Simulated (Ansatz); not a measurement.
Input

```
crystal:
  periodic: [false, false, false]
  atoms:
    - { symbol: Si, position_ang: [0.200171, 0.209985, -1.221693] }
    - { symbol: H, position_ang: [0.993192, -0.312602, 1.269123] }
    - { symbol: H, position_ang: [1.627114, -0.152479, 0.996334] }
    - { symbol: "N", position_ang: [-0.924094, 1.393417, -0.653509] }
    - { symbol: H, position_ang: [-1.768456, 1.210085, -0.118098] }
    - { symbol: H, position_ang: [-0.747272, 2.387209, -0.753687] }
    - { symbol: C, position_ang: [-0.812685, -1.358746, -0.730249] }
    - { symbol: H, position_ang: [-1.40442, -1.255114, 0.190318] }
    - { symbol: H, position_ang: [-1.518966, -1.56153, -1.551514] }
    - { symbol: H, position_ang: [-0.180684, -2.250726, -0.633524] }
basis:
  gaussian: { orbitals: "6-31G*" }
hamiltonian:
  xc: r2scan
relax:
  f_tol: 0.03
  max_steps: 50
output:
  orbitals: {}
```

Launched as:

```sh
ansatz run input.yaml --threads 1 --pin off --max-ram 2048MiB --backend cpu --events-out ev --progress --plain --runs-dir out
```

The fields are those of the run's last geometry, not of the input's.

The calculation used RKS r2SCAN/6-31G* in Ansatz 0.2.0.

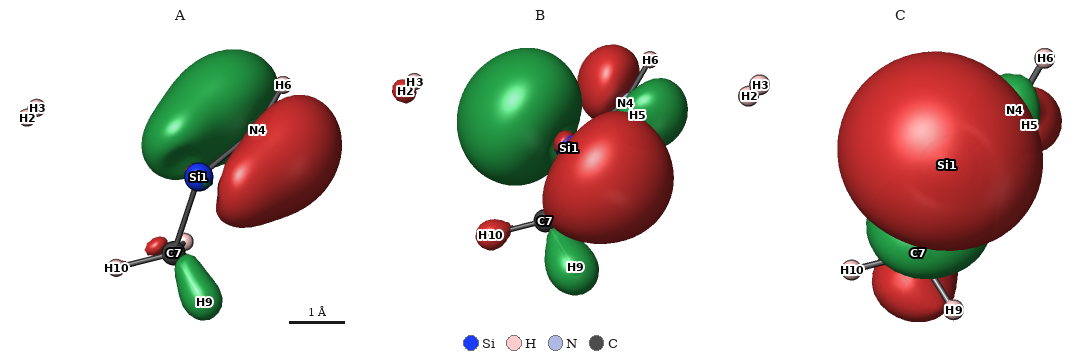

CH$_{5}$NSi···H$_{2}$. Three frontier orbitals at ±0.1 Å⁻³ᐟ² (green and red are the two phases), in no order.

Which picture is the HOMO−1, the HOMO and the LUMO?

A is the HOMO−1 (−6.97 eV). By Hirshfeld shares it lies mainly on N4 (about 70 %) and Si1 (about 20 %). C is the HOMO (−5.03 eV). It lies mainly on Si1 (about 70 %) and C7 (about 15 %). B is the LUMO (−1.60 eV). It lies mainly on Si1 (about 70 %) and N4 (about 15 %).

What is the HOMO–LUMO gap?

3.43 eV between the orbital energies.
